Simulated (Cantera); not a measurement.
Input: 1 mol B₂O₃, 0.64 mol NF₃, 48 mol Cl₂, equilibrated at 0.720 bar.

Method: chemical equilibrium by Gibbs-energy minimisation in Cantera with the NASA 1993 tables (ideal gas, pure condensed phases). Candidate condensed phases: B, BN, B₂O₃; 42 gas species. The tables' values for BOCl are old estimates; treat these amounts as uncertain. Equilibrium is a limit: real reactors are often held back by kinetics, nucleation or transport.

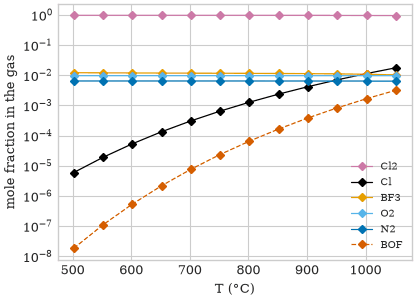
*Equilibrium gas composition (values under 1e-9 drawn at 1e-9)*

From 502 °C to 1052 °C the condensed part is B₂O₃(l). The main B-bearing gas is BF₃ throughout. The share of B in condensed phases is highest at 502 °C (64.2 %) and lowest at 1052 °C (54.8 %).
